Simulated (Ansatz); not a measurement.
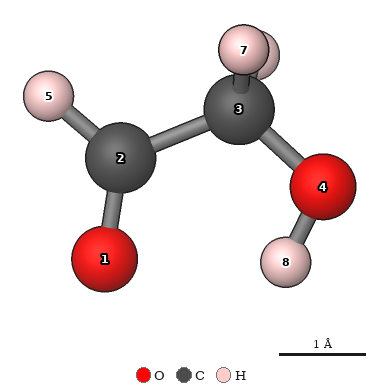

C2H4O2 (coarse preliminary run), before the relaxation. A ball-and-stick model, seen face on.

The start comes from a force field.

Computed with RKS PBE-D4/def2-SVP (Ansatz).

Input file:
```yaml
crystal:
  periodic: [false, false, false]
  atoms:
    - {symbol: O, position_ang: [-0.646200, -0.209300, -1.610700]}
    - {symbol: C, position_ang: [0.169700, 0.319000, -0.901900]}
    - {symbol: C, position_ang: [0.209400, 0.058600, 0.574800]}
    - {symbol: O, position_ang: [-0.773800, -0.714100, 1.042300]}
    - {symbol: H, position_ang: [0.967100, 0.965000, -1.326300]}
    - {symbol: H, position_ang: [1.174000, -0.454600, 0.805800]}
    - {symbol: H, position_ang: [0.260700, 1.016300, 1.120400]}
    - {symbol: H, position_ang: [-1.268700, -1.038000, 0.239800]}
basis:
  gaussian: {orbitals: def2-SVP}
hamiltonian: {xc: pbe, dispersion: d4}
relax: {f_tol: 0.03, max_steps: 200}
```

Command:
```bash
ansatz run in.yaml --threads 2 --pin off --events-out ev --progress --plain --max-ram 4352MiB
```

Predict the outcome.

The energy falls by 0.155 eV in 5 accepted moves (6 points after the start). The largest force component goes from 2.6 to 0.014 eV/Å. The line search rejected the trial step at point 3 of the run. The largest move after the best rigid fit is that of H6, 0.099 Å. Largest moves by element: H 0.099 Å, O 0.079 Å, C 0.044 Å. Near-neighbour distances that change, for instance: C3–O4 1.335 → 1.389 Å, C3–H7 1.103 → 1.123 Å, C2–H5 1.111 → 1.128 Å, O1–C2 1.203 → 1.219 Å. Bond angles that change, for instance: O4–C3–H6 107.3° → 113.0°, C2–C3–O4 115.2° → 111.8°, C2–C3–H7 109.7° → 107.1°.

Final geometry:

```xyz
8

O    -0.6991   -0.2026   -1.5739
C     0.1818    0.2893   -0.8891
C     0.2377    0.0344    0.5982
O    -0.8012   -0.7854    1.0206
H     0.9850    0.9475   -1.3298
H     1.2515   -0.3942    0.8197
H     0.2379    1.0362    1.1047
H    -1.3014   -0.9822    0.1938
```

After the run, drawn alike:

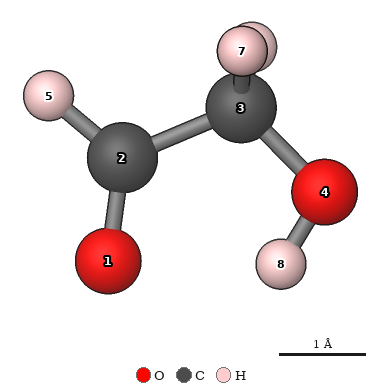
